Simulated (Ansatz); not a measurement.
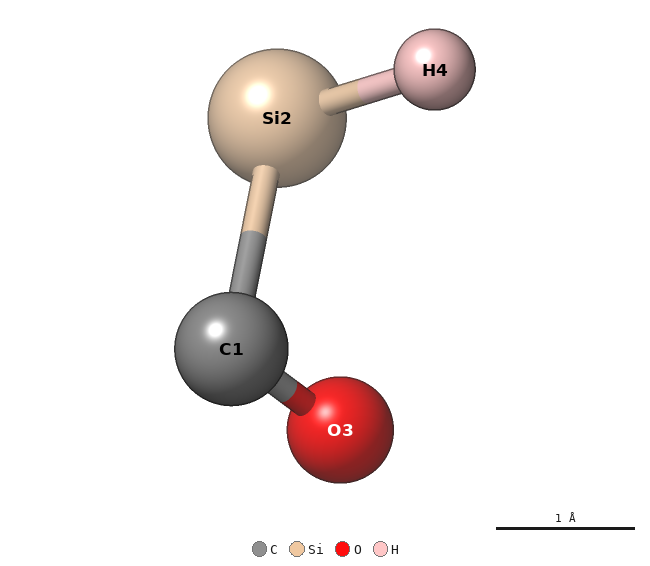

Orthographic view. Atoms fade into the background with distance from the viewer. State: neutral, doublet. The computed structure is the end point of a PBE-D4/def2-SVP optimisation. No frequency run is at hand to confirm it as a minimum.

Give the geometry as a Z-matrix, atoms in numerical order, with these reference atoms: 2 to 1; 3 to 1, 2; 4 to 2, 1, 3.

```
C  
Si   1   2.088
O    1   1.188   2    88.8
H    2   1.546   1    86.9   3   -88.0
```
